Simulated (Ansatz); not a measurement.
LiSnH₃ (space group P6_3/mmc, No. 194): the input geometry of an electronic-structure calculation (not necessarily at equilibrium); the starting structure was generated, so it need not be a known form of this composition.

```xyz
10
Lattice="5.1002 0.0000 0.0000 -2.5501 4.4169 0.0000 0.0000 0.0000 4.4305" Properties=species:S:1:pos:R:3 pbc="T T T"
Li    0.0000    0.0000    0.0000
Li    0.0000    0.0000    2.2152
Sn    0.0000    2.9446    3.3228
Sn    2.5501    1.4723    1.1076
H     2.5501    2.8710    3.3228
H     1.3388    0.7730    3.3228
H     3.7614    0.7730    3.3228
H     0.0000    1.5460    1.1076
H     1.2113    3.6440    1.1076
H    -1.2113    3.6440    1.1076
```

Describe how the polyhedra about Li are linked (bonds: H–Li below 2.1 Å).

Li: LiH6 octahedron, sharing faces with two neighbours.

They form chains of face-sharing octahedra along [001].

Centre to centre across a shared face: 2.22 Å.

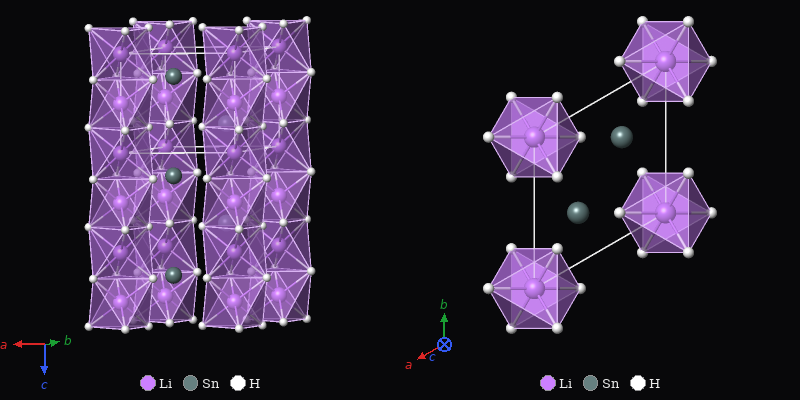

Polyhedra are drawn about Li (bonds: H–Li below 2.1 Å); other atoms are plain spheres. Two views of the same piece.
